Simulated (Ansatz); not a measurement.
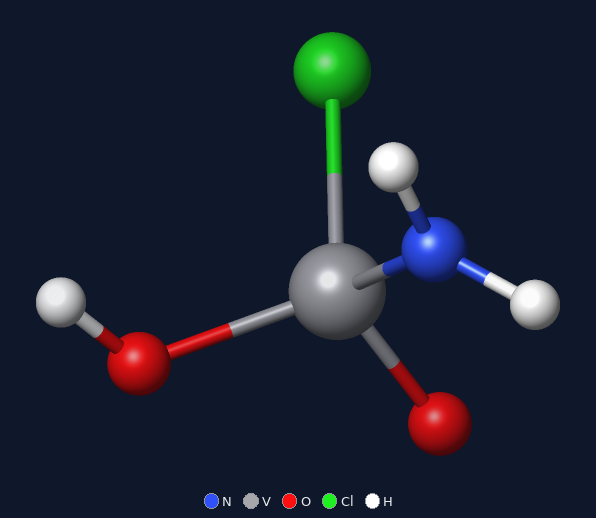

Ball-and-stick drawing of a structure.

Charge 0, singlet. Computed geometry: PBE0-D4/def2-TZVP optimisation.

Count the atoms of each element.

Answer. ClH₃NO₂V, 8 atoms: 1 chlorine, 3 hydrogen, 1 nitrogen, 2 oxygen and 1 vanadium.

How many bonds of each kind are drawn?

Answer. 2 O–V, 2 N–H, 1 N–V, 1 Cl–V, 1 O–H.

Give the symmetry (Schoenflies symbol).

Answer. C1.

How many atoms are distinct by symmetry?

Answer. 8: 1 N, 1 V, 1 O, 1 O, 1 Cl, 1 H, 1 H, 1 H.

More results for the same structure follow; atom numbers are the same in all pictures, views and colours differ.

**Geometry**

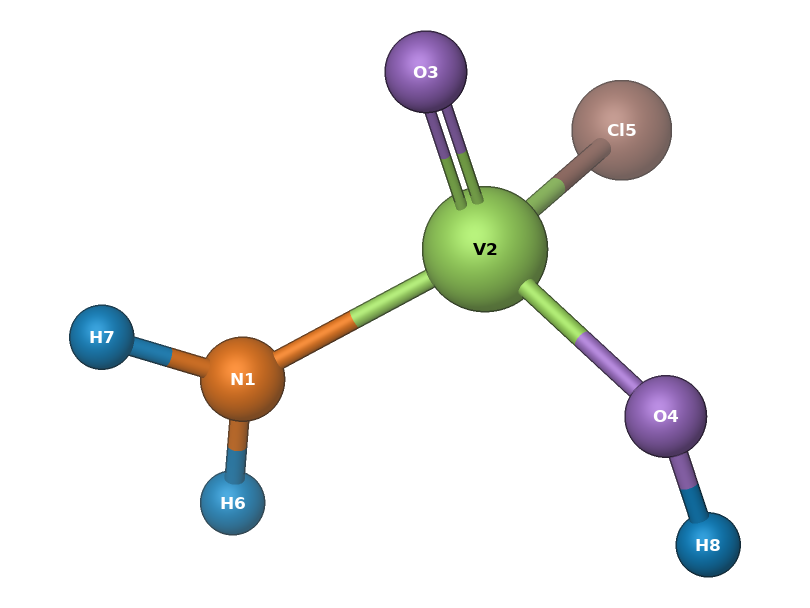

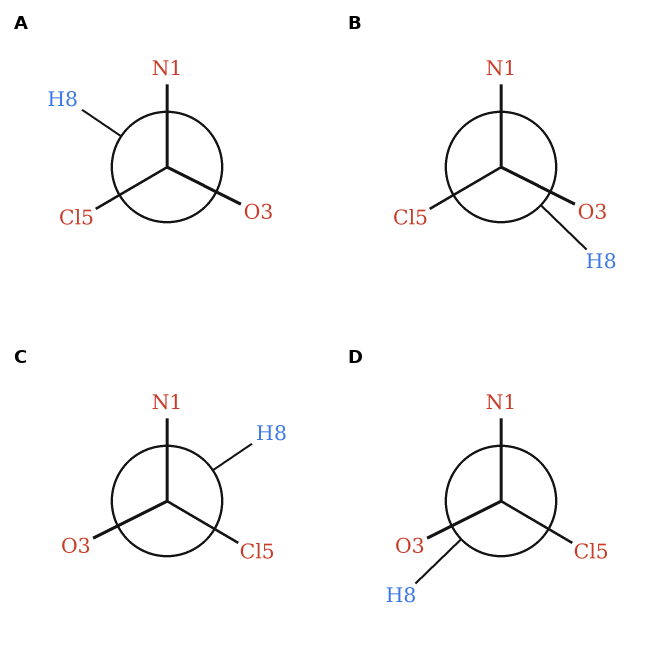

Depth is shown by fading: the farther an atom, the more it takes the colour of the background. Bonds that would overlap in a projection are set slightly apart.

Which Newman projection shows the view along V2–O4, with V2 in front?

Answer. C. The torsion angle Cl5–V2–O4–H8 is −64°, synclinal (gauche).

**Levels of theory compared**

Program: Ansatz 0.2.0.

Tabulate HOMO energy (eV) at these levels: B3LYP-D4/def2-TZVPP; B97M-V/def2-TZVPP; BLYP-D4/def2-TZVPP; CAM-B3LYP-D4/def2-TZVPP; PBE-D4/def2-TZVPP; PBE0-D4/def2-TZVPP; SPW92 (LDA)/def2-TZVPP; r2SCAN-D4/def2-TZVPP; r2SCANh-D4/def2-TZVPP; revPBE-D4/def2-TZVPP; ωB97M-V/def2-SVP; ωB97X-V/def2-TZVPP.

| level | HOMO energy (eV) |
| --- | --- |
| B3LYP-D4/def2-TZVPP | −8.18 |
| B97M-V/def2-TZVPP | −7.43 |
| BLYP-D4/def2-TZVPP | −6.91 |
| CAM-B3LYP-D4/def2-TZVPP | −9.78 |
| PBE-D4/def2-TZVPP | −7.04 |
| PBE0-D4/def2-TZVPP | −8.42 |
| SPW92 (LDA)/def2-TZVPP | −7.24 |
| r2SCAN-D4/def2-TZVPP | −7.37 |
| r2SCANh-D4/def2-TZVPP | −7.88 |
| revPBE-D4/def2-TZVPP | −6.97 |
| ωB97M-V/def2-SVP | −10.39 |
| ωB97X-V/def2-TZVPP | −10.76 |

**Vibrations**

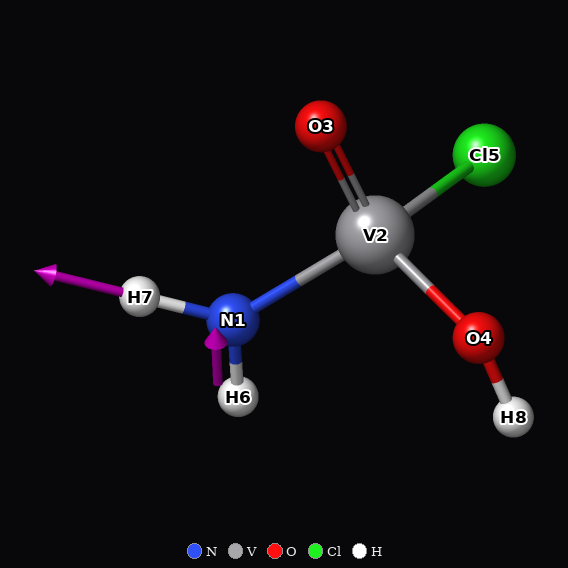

The arrows show one normal mode. Harmonic vibrations computed with RKS PBE0-D4/def2-TZVP (Ansatz 0.2.0) at a stationary point of the same level.

Describe the motion.

Answer. Mostly out-of-phase stretching of 2 N–H bonds.

Estimate its harmonic wavenumber.

Answer. 3679 cm⁻¹; it is mode 17 of 18 counted from the lowest.

**Thermal motion**

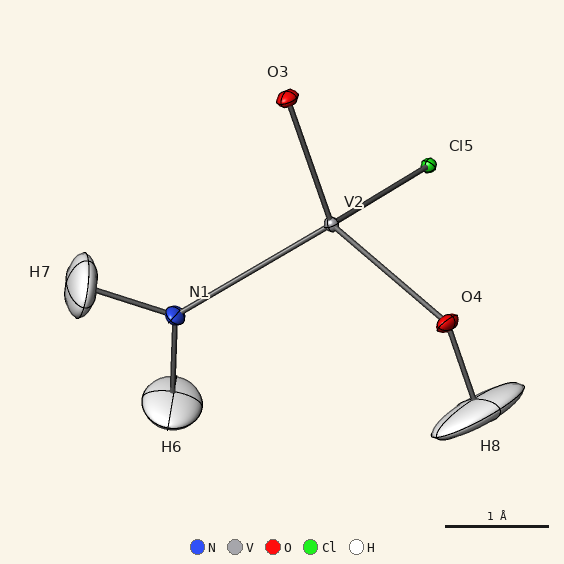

Displacement ellipsoids at the 50 % level, from the internal vibrations of the free molecule (harmonic, no overall translation or rotation; no half-axis is drawn under 0.075 Å). Vibrations computed with RKS PBE0-D4/def2-TZVP (Ansatz 0.2.0). Temperature: 400 K.

List U_eq and the three principal root-mean-square amplitudes for each kind of atom.

```
atom  U_eq (Å²)   rms amplitudes (Å)
  N1     0.0055  0.047, 0.067, 0.099
  V2     0.0011  0.028, 0.035, 0.037
  O3     0.0047  0.043, 0.065, 0.090
  O4     0.0054  0.046, 0.065, 0.099
 Cl5     0.0021  0.041, 0.046, 0.049
  H6     0.0468  0.084, 0.190, 0.312
  H7     0.0391  0.095, 0.183, 0.274
  H8     0.0666  0.082, 0.211, 0.385
```

**Charges**

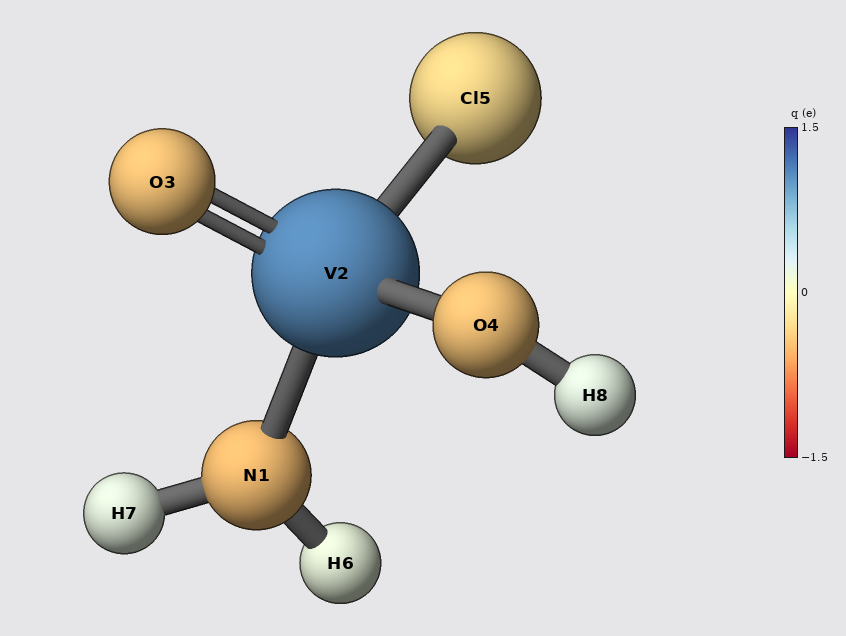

Atoms are coloured by their Mulliken charges. Properties computed with RKS r2SCAN-D4/def2-TZVPP (Ansatz 0.2.0).

Which atom carries the highest charge (most positive or least negative)?

Answer. V2 (1.04 e).

And the lowest?

Answer. N1 (−0.46 e).

Give the Mulliken charges atom by atom.

| atom | value (e) |
| --- | --- |
| N1 | −0.46 |
| V2 | 1.04 |
| O3 | −0.43 |
| O4 | −0.42 |
| Cl5 | −0.29 |
| H6 | 0.17 |
| H7 | 0.20 |
| H8 | 0.20 |

Mulliken values depend strongly on the basis set and can even reverse the polarity of a bond.
